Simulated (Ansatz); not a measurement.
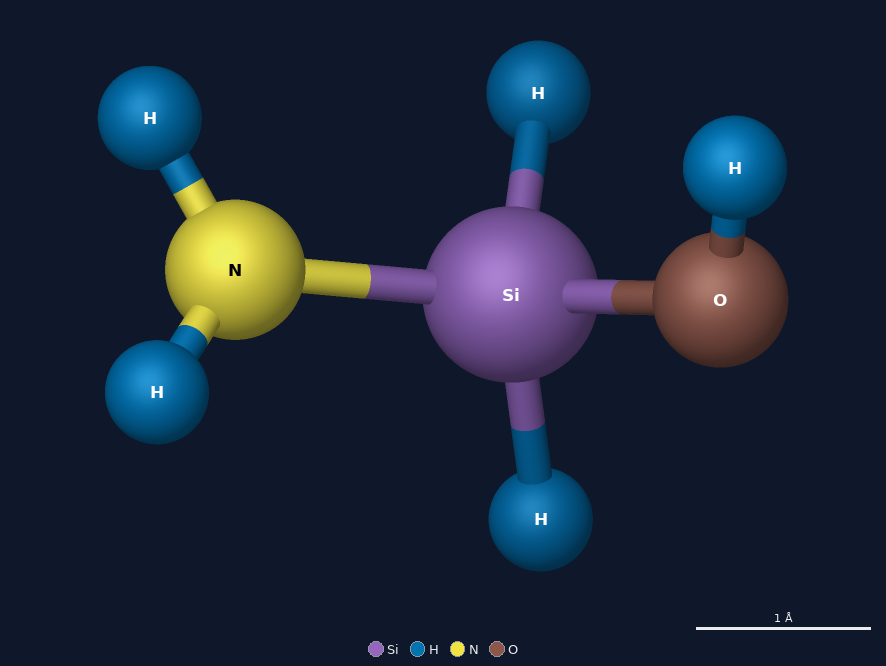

A ball-and-stick model of a molecule. Every bond is drawn as one stick, whatever its order.

The geometry was computed by an optimisation with PBE0-D4/def2-TZVP.

> Give the formula.

H5NOSi, 8 atoms: 5 hydrogen, 1 nitrogen, 1 oxygen and 1 silicon.

> How many atoms are distinct by symmetry?

8: 1 Si, 1 H, 1 H, 1 N, 1 O, 1 H, 1 H, 1 H.

> How many bonds of each kind are drawn?

2 Si–H, 2 N–H, 1 O–Si, 1 N–Si, 1 O–H. Sticks follow a distance rule.

> What is the point group of this geometry?

C1.

More results for the same structure follow; atom numbers are the same in all pictures, views and colours differ.

Charges

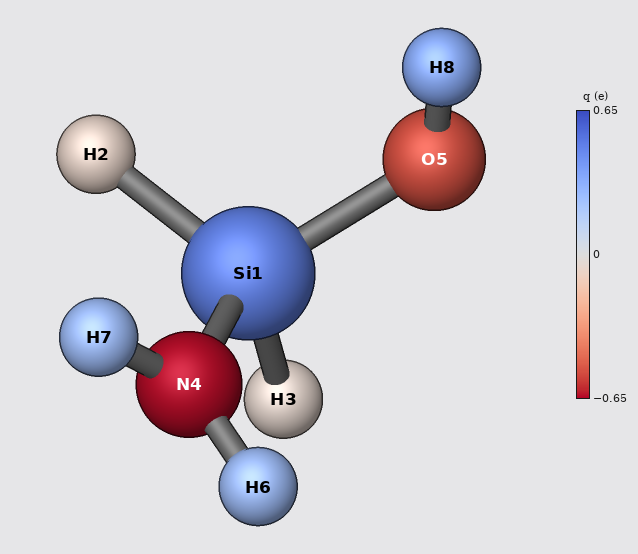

Atoms are coloured by their Mulliken charges. Method: RKS PBE0-D4/def2-TZVP (Ansatz 0.2.0).

List the Mulliken charges.

| atom | value (e) |
| --- | --- |
| Si1 | 0.47 |
| H2 | −0.07 |
| H3 | −0.05 |
| N4 | −0.64 |
| O5 | −0.52 |
| H6 | 0.24 |
| H7 | 0.24 |
| H8 | 0.32 |

Dipole moment

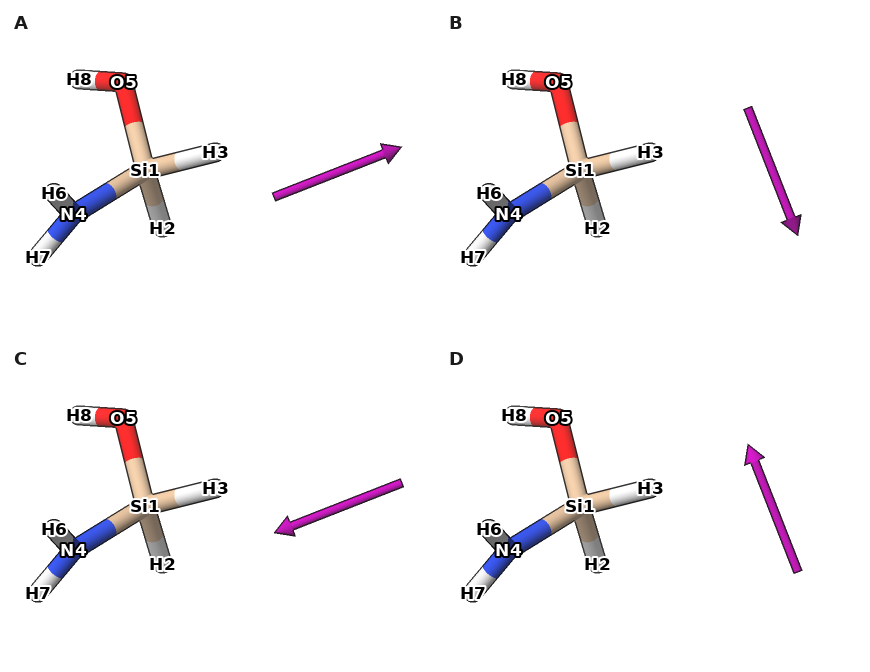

The same molecule four times, each with an arrow. Properties computed with RKS PBE0-D4/def2-TZVP (Ansatz 0.2.0).

> Which arrow points along the dipole moment, from the negative to the positive end?

C. The dipole moment is 2.40 D; it points from the side of H3 to the side of H7 (the outermost atoms at the two ends).

Electronic properties

Method: RKS PBE0-D4/def2-TZVPP (Ansatz 0.2.0).

> Give the HOMO energy (Kohn–Sham orbital) at this level.

−7.64 eV.

> What is the HOMO–LUMO gap?

8.28 eV.

> Estimate the dispersion correction.

−9.2 kJ/mol.

Mulliken values depend strongly on the basis set and can even reverse the polarity of a bond.
